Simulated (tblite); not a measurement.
Geometry relaxation of C4H9NSi2

C4H9NSi2, computed with GFN2-xTB geometry optimisation, gas phase (tblite 0.8.0).

It belongs to a series of runs on one base structure; here: constitutional isomer.

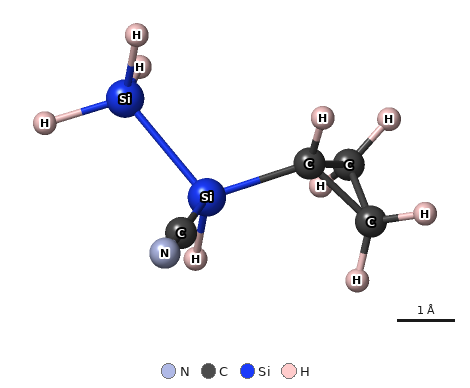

**Figure 1.** The input geometry (ball-and-stick view, seen at a tilt). Bond lengths as drawn: C–C 1.50 to 1.51 Å, C–H 1.07 to 1.09 Å, C–N 1.16 Å, C–Si 1.88 to 1.90 Å, H–Si 1.47 to 1.50 Å and Si–Si 2.29 Å.

**Input**
```
{"job": {"kind": "relax", "xc": "GFN2-xTB", "basis": "xTB"}, "charge": 0, "multiplicity": 1}
N      1.412500     3.268000    -1.116400
C      1.028200     2.180500    -1.014000
Si     0.446300     0.405000    -0.813500
Si     2.345100    -0.874500    -0.664500
C     -0.634700     0.159600     0.728500
C     -2.115200     0.446500     0.625100
C     -1.625300    -0.968600     0.745800
H     -0.341100    -0.013600    -2.008900
H      1.989100    -2.324300    -0.532000
H      3.196900    -0.727500    -1.858800
H      3.133200    -0.508600     0.545900
H     -0.137600     0.417700     1.649400
H     -2.561100     0.748400    -0.305400
H     -2.593700     0.889500     1.488300
H     -1.795300    -1.471500     1.696700
H     -1.754900    -1.617500    -0.100500
```

The first line tells a small driver script what to run in tblite; the rest is the geometry in Å.

Run as:
```bash
OMP_NUM_THREADS=1 python <driver script> task.json out
```

**What the program printed**
```
step      E/eV     max force
  0    -528.79374    1.416
  1    -528.79223    3.914
  2    -528.84942    0.459
  3    -528.86435    0.491
  4    -528.87850    0.321
  5    -528.88842    0.232
  6    -528.89643    0.241
  7    -528.90391    0.265
  8    -528.90998    0.201
  9    -528.91439    0.145
 10    -528.91702    0.097
 11    -528.91870    0.110
 12    -528.92001    0.087
 13    -528.92124    0.085
 14    -528.92240    0.080
 15    -528.92342    0.081
 16    -528.92420    0.065
 17    -528.92474    0.071
 18    -528.92513    0.054
 19    -528.92547    0.069
 20    -528.92578    0.066
 21    -528.92602    0.037
 22    -528.92621    0.036
 23    -528.92641    0.037
 24    -528.92667    0.058
 25    -528.92695    0.054
 26    -528.92719    0.039
 27    -528.92736    0.038
 28    -528.92750    0.041
 29    -528.92770    0.051
 30    -528.92800    0.058
 31    -528.92834    0.056
 32    -528.92862    0.043
 33    -528.92880    0.030
 34    -528.92896    0.038
 35    -528.92916    0.045
 36    -528.92941    0.051
 37    -528.92968    0.048
 38    -528.92990    0.032
 39    -528.93005    0.037
 40    -528.93017    0.030
 41    -528.93025    0.021
 42    -528.93032    0.017
 43    -528.93037    0.021
 44    -528.93042    0.022
 45    -528.93047    0.016
 46    -528.93052    0.014
 47    -528.93054    0.016
 48    -528.93056    0.014
 49    -528.93058    0.011
 50    -528.93059    0.007
```

**Trajectory as extended XYZ (Å, eV, eV/Å), 7 of the 51 frames kept, from step=0 to step=50**
```
16
Properties=species:S:1:pos:R:3:forces:R:3 step=0 energy=-528.79374
N     1.4125    3.2680   -1.1164   -0.4100  -1.3510   0.1080
C     1.0282    2.1805   -1.0140    0.0610   1.1620  -0.0640
Si    0.4463    0.4050   -0.8135   -0.1210  -0.3380  -0.1760
Si    2.3451   -0.8745   -0.6645    0.4410  -0.4990   0.3030
C    -0.6347    0.1596    0.7285   -0.1420   0.3280  -0.9790
C    -2.1152    0.4465    0.6251    0.1970  -0.3470   0.5450
C    -1.6253   -0.9686    0.7458   -0.2530   0.2930   0.6090
H    -0.3411   -0.0136   -2.0089    0.0440   0.3910   0.2090
H     1.9891   -2.3243   -0.5320    0.1730   0.5040  -0.0570
H     3.1969   -0.7275   -1.8588   -0.0820  -0.0520   0.2140
H     3.1332   -0.5086    0.5459   -0.1470  -0.1510  -0.3790
H    -0.1376    0.4177    1.6494   -0.1410  -0.0450   0.2790
H    -2.5611    0.7484   -0.3054    0.1370   0.1080  -0.1650
H    -2.5937    0.8895    1.4883   -0.0290  -0.0120  -0.0380
H    -1.7953   -1.4715    1.6967    0.0800   0.0670  -0.2270
H    -1.7549   -1.6175   -0.1005    0.1900  -0.0580  -0.1830
16
Properties=species:S:1:pos:R:3:forces:R:3 step=8 energy=-528.90998
N     1.3935    3.2052   -1.1134   -0.0600   0.0790  -0.0070
C     0.9465    2.1555   -1.0031    0.0400  -0.0750   0.0330
Si    0.4591    0.3585   -0.8247   -0.1880   0.0100  -0.0710
Si    2.3780   -0.8986   -0.6500    0.0680  -0.1200   0.0640
C    -0.6500    0.1858    0.6895    0.0670   0.0260   0.1740
C    -2.1262    0.4508    0.6408   -0.0320  -0.0040  -0.1020
C    -1.6284   -0.9513    0.7566   -0.0730  -0.0500  -0.0970
H    -0.3639    0.0823   -2.0147   -0.0310   0.0770  -0.0270
H     2.0174   -2.3160   -0.5331    0.0620   0.0010   0.0080
H     3.2118   -0.7422   -1.8377    0.0650  -0.0100  -0.0200
H     3.1588   -0.5296    0.5322    0.0330  -0.0300  -0.0220
H    -0.1833    0.4128    1.6392    0.1000   0.0930   0.0800
H    -2.5393    0.7619   -0.3079   -0.0810   0.0080   0.0590
H    -2.6020    0.9028    1.5010    0.0400  -0.0090  -0.0910
H    -1.7616   -1.4692    1.6942    0.0250   0.0000   0.0290
H    -1.7178   -1.5995   -0.1032   -0.0350   0.0040  -0.0090
16
Properties=species:S:1:pos:R:3:forces:R:3 step=17 energy=-528.92474
N     1.3445    3.2062   -1.1088   -0.0190   0.0160   0.0200
C     0.9533    2.1353   -0.9886   -0.0070   0.0340  -0.0060
Si    0.4477    0.3413   -0.8340   -0.0060   0.0130  -0.0020
Si    2.3821   -0.9158   -0.6498    0.0430  -0.0560   0.0030
C    -0.6459    0.1915    0.6970   -0.0270   0.0090   0.0190
C    -2.1248    0.4531    0.6343   -0.0240  -0.0010  -0.0150
C    -1.6256   -0.9478    0.7573   -0.0540  -0.0010  -0.0160
H    -0.3948    0.1383   -2.0276    0.0080   0.0010   0.0190
H     2.0564   -2.3394   -0.5262    0.0110  -0.0170  -0.0020
H     3.2358   -0.7551   -1.8259    0.0020  -0.0030  -0.0220
H     3.1801   -0.5491    0.5225   -0.0190   0.0060   0.0030
H    -0.1772    0.4416    1.6434    0.0140   0.0050  -0.0190
H    -2.5558    0.7647   -0.3062    0.0230  -0.0200   0.0000
H    -2.6036    0.9068    1.4901    0.0320  -0.0030  -0.0020
H    -1.7641   -1.4691    1.6929    0.0100   0.0200   0.0210
H    -1.7159   -1.5935   -0.1046    0.0120  -0.0020  -0.0010
16
Properties=species:S:1:pos:R:3:forces:R:3 step=25 energy=-528.92695
N     1.3186    3.2219   -1.0931   -0.0250  -0.0170   0.0140
C     0.9473    2.1426   -0.9838    0.0020  -0.0030   0.0170
Si    0.4586    0.3400   -0.8322   -0.0440   0.0260  -0.0180
Si    2.3879   -0.9329   -0.6553    0.0040  -0.0110   0.0090
C    -0.6462    0.1920    0.6926    0.0010   0.0110   0.0130
C    -2.1260    0.4538    0.6283    0.0220   0.0190  -0.0110
C    -1.6275   -0.9463    0.7591   -0.0220   0.0110  -0.0110
H    -0.3947    0.1473   -2.0200    0.0240  -0.0110  -0.0010
H     2.0742   -2.3601   -0.5273    0.0010   0.0170  -0.0100
H     3.2394   -0.7649   -1.8329    0.0000  -0.0100  -0.0050
H     3.1727   -0.5523    0.5218    0.0010  -0.0070  -0.0040
H    -0.1755    0.4487    1.6367   -0.0140  -0.0050  -0.0080
H    -2.5569    0.7609   -0.3142    0.0250  -0.0160   0.0270
H    -2.5974    0.9131    1.4858    0.0090  -0.0050  -0.0340
H    -1.7663   -1.4580    1.7002    0.0100   0.0000  -0.0020
H    -1.7158   -1.5967   -0.1001    0.0060   0.0020   0.0250
16
Properties=species:S:1:pos:R:3:forces:R:3 step=33 energy=-528.92880
N     1.2725    3.2371   -1.0580   -0.0060  -0.0100   0.0180
C     0.9316    2.1467   -0.9617   -0.0110  -0.0070  -0.0130
Si    0.4617    0.3373   -0.8343   -0.0080   0.0070  -0.0110
Si    2.3871   -0.9414   -0.6622    0.0140  -0.0160   0.0040
C    -0.6413    0.1932    0.6911    0.0040   0.0000   0.0020
C    -2.1186    0.4602    0.6180    0.0000  -0.0120  -0.0050
C    -1.6270   -0.9404    0.7654    0.0130  -0.0090   0.0050
H    -0.3787    0.1399   -2.0306    0.0110   0.0030   0.0150
H     2.0857   -2.3706   -0.5396   -0.0300   0.0020   0.0050
H     3.2378   -0.7860   -1.8418    0.0100   0.0200  -0.0050
H     3.1670   -0.5626    0.5181    0.0170  -0.0010  -0.0060
H    -0.1771    0.4541    1.6369    0.0140   0.0080  -0.0180
H    -2.5415    0.7547   -0.3312    0.0010   0.0040   0.0140
H    -2.5920    0.9317    1.4668   -0.0080   0.0000  -0.0220
H    -1.7611   -1.4414    1.7124   -0.0230  -0.0010   0.0150
H    -1.7136   -1.6035   -0.0836   -0.0010   0.0120   0.0020
16
Properties=species:S:1:pos:R:3:forces:R:3 step=42 energy=-528.93032
N     1.2301    3.2452   -1.0144    0.0010   0.0010   0.0000
C     0.9119    2.1457   -0.9494    0.0040  -0.0040   0.0070
Si    0.4682    0.3295   -0.8375   -0.0110   0.0110  -0.0050
Si    2.3925   -0.9498   -0.6681    0.0050  -0.0010   0.0030
C    -0.6347    0.1915    0.6895   -0.0070   0.0130  -0.0030
C    -2.1108    0.4638    0.6074   -0.0090  -0.0130  -0.0070
C    -1.6251   -0.9366    0.7756    0.0120  -0.0060  -0.0040
H    -0.3641    0.1321   -2.0385   -0.0050  -0.0030   0.0110
H     2.0696   -2.3748   -0.5466   -0.0010   0.0060  -0.0010
H     3.2418   -0.7892   -1.8484    0.0030   0.0000  -0.0030
H     3.1796   -0.5757    0.5086    0.0120  -0.0090   0.0000
H    -0.1669    0.4669    1.6295   -0.0110  -0.0050  -0.0030
H    -2.5274    0.7475   -0.3476   -0.0010   0.0020   0.0010
H    -2.5921    0.9472    1.4449    0.0160   0.0010  -0.0040
H    -1.7702   -1.4262    1.7273   -0.0030   0.0100   0.0080
H    -1.7098   -1.6082   -0.0667   -0.0030  -0.0030   0.0000
16
Properties=species:S:1:pos:R:3:forces:R:3 step=50 energy=-528.93059
N     1.2228    3.2478   -1.0053    0.0040   0.0000   0.0000
C     0.9098    2.1466   -0.9445   -0.0010  -0.0020  -0.0010
Si    0.4698    0.3292   -0.8380   -0.0050   0.0040  -0.0030
Si    2.3952   -0.9492   -0.6689    0.0040  -0.0030   0.0010
C    -0.6348    0.1914    0.6870   -0.0010   0.0040   0.0040
C    -2.1106    0.4629    0.6027   -0.0050   0.0010  -0.0010
C    -1.6249   -0.9365    0.7767    0.0030   0.0000   0.0000
H    -0.3661    0.1287   -2.0362    0.0040   0.0020   0.0060
H     2.0652   -2.3726   -0.5485    0.0020   0.0010  -0.0030
H     3.2434   -0.7896   -1.8502    0.0000  -0.0010  -0.0040
H     3.1893   -0.5837    0.5059    0.0030  -0.0020   0.0000
H    -0.1702    0.4695    1.6275    0.0010   0.0010   0.0010
H    -2.5277    0.7454   -0.3523    0.0000  -0.0030  -0.0040
H    -2.5880    0.9503    1.4397   -0.0060   0.0030   0.0000
H    -1.7716   -1.4185    1.7321    0.0000  -0.0050   0.0010
H    -1.7093   -1.6127   -0.0619   -0.0030  -0.0010   0.0040
```

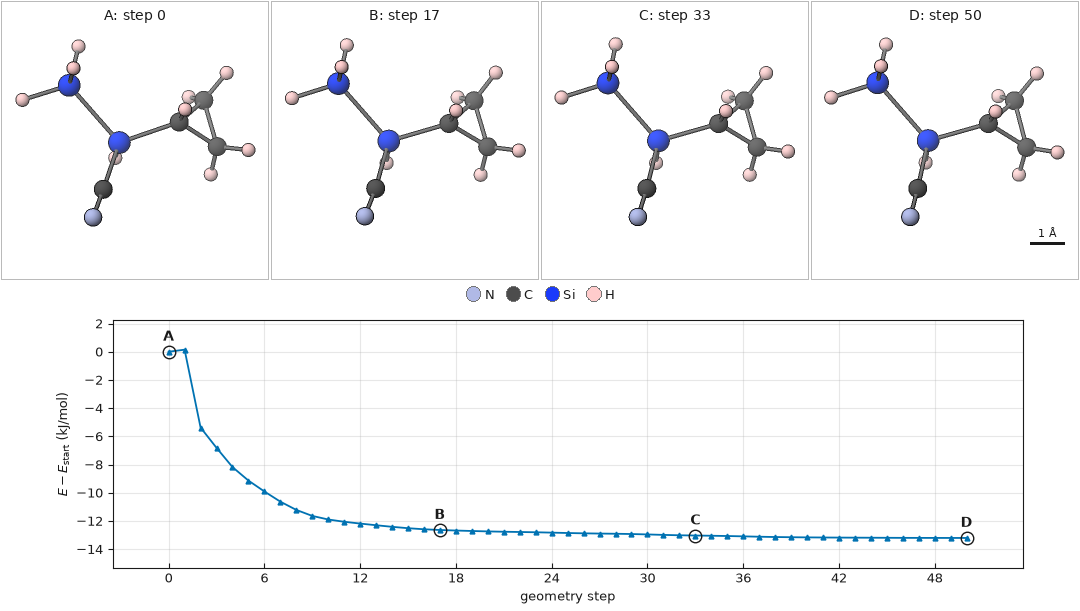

**Figure 2.** Frames of the relaxation (ball-and-stick view, seen at a tilt) above the curves, on which the letters mark them (steps are counted from 0).

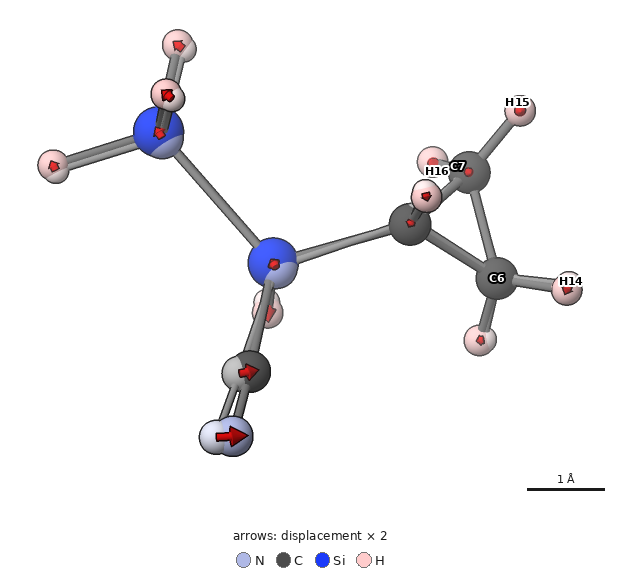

**Figure 3.** Start (faint) and end (solid) with the displacements as red arrows, magnified 2 times (ball-and-stick view, seen at a tilt). The two geometries are laid on each other by the best rigid fit. The energy falls by 13.2 kJ/mol in 50 geometry steps. Largest force component: 1.4 eV/Å at the start, 0.006 eV/Å at the end. N1 moves most after the best rigid fit: 0.22 Å. By element the largest moves are N 0.22 Å, H 0.15 Å, C 0.14 Å, Si 0.09 Å. Distances before and after: Si4–H9 1.499 → 1.466 Å, Si4–H11 1.490 → 1.464 Å, Si3–Si4 2.295 → 2.317 Å, Si3–H8 1.491 → 1.475 Å. Among the angles that change: C2–Si3–C5 112.6° → 104.7°, Si4–Si3–H8 109.4° → 117.1°, C2–Si3–H8 110.1° → 102.6°. (Atoms are counted from 1 in the order of the input.)

**Results in brief**

| quantity | value |
| --- | --- |
| outcome | converged |
| total energy | −528.9306 eV |
| hardware | 1 CPU thread, shared host |
| peak memory | 0.18 GiB |
